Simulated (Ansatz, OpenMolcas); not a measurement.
How basis sets differ on GaGeH5 (SMILES [GaH2][GeH3])

GaGeH5 has 7 atoms, charge 0, and is taken as a singlet. As SMILES, `[GaH2][GeH3]`. The coordinates come from a PBE0-D4/def2-TZVP relaxation.

Quantity: the dipole moment, in D. The values are calculated.

```json
{"level": "HF/STO-3G", "kind": "Hartree–Fock", "program": "OpenMolcas", "value (D)": "0.27"}
{"level": "HF/3-21G", "kind": "Hartree–Fock", "program": "Ansatz", "value (D)": "0.62"}
{"level": "HF/def2-SVP", "kind": "Hartree–Fock", "program": "Ansatz", "value (D)": "0.45"}
{"level": "HF/def2-SVPD", "kind": "Hartree–Fock", "program": "OpenMolcas", "value (D)": "0.34"}
```

All-electron rows without a relativistic Hamiltonian named are non-relativistic. The values span 0.27 to 0.62 D. Magnitudes only. Sets without polarisation functions give poor dipoles.

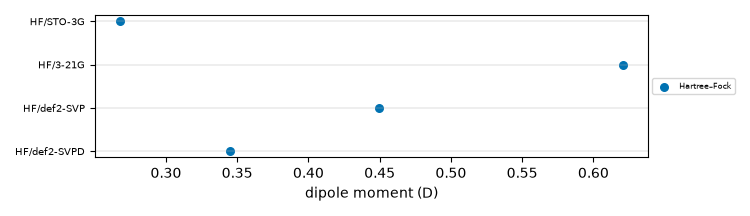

The values of the table, level by level.
